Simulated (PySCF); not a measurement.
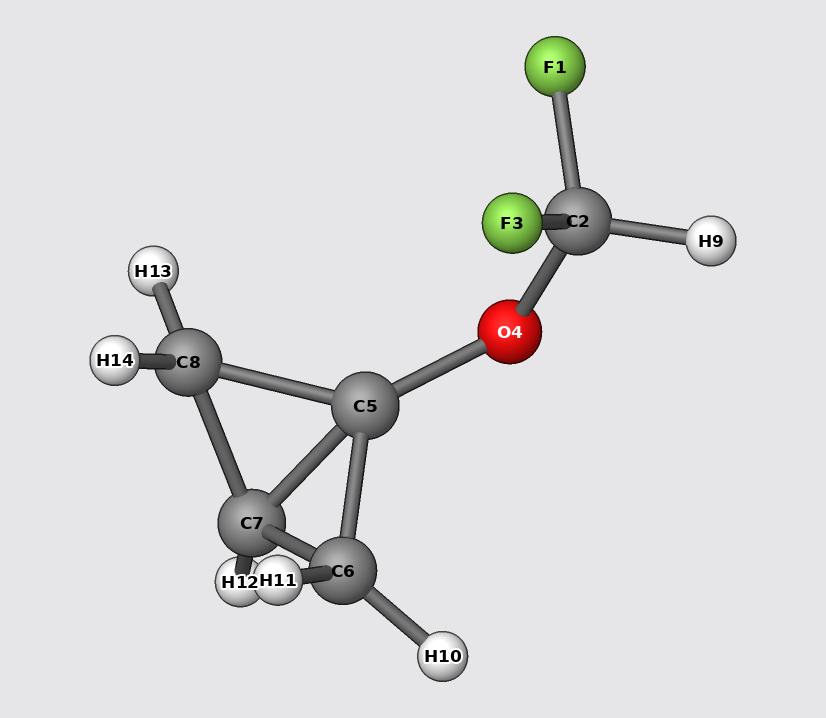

The questions are on isotropic NMR shieldings of the H atoms. Geometry: an image of a reaction path computed with GFN2-xTB, not a minimum. Level of theory: GIAO PBE0/pcSseg-1 NMR shielding, non-relativistic, gas phase (PySCF 2.14.0).

List the isotropic NMR shieldings of the H atoms.

```json
{"atom": "H9", "σ (ppm)": "24.96"}
{"atom": "H10", "σ (ppm)": "29.96"}
{"atom": "H11", "σ (ppm)": "30.93"}
{"atom": "H12", "σ (ppm)": "29.30"}
{"atom": "H13", "σ (ppm)": "29.68"}
{"atom": "H14", "σ (ppm)": "30.90"}
```
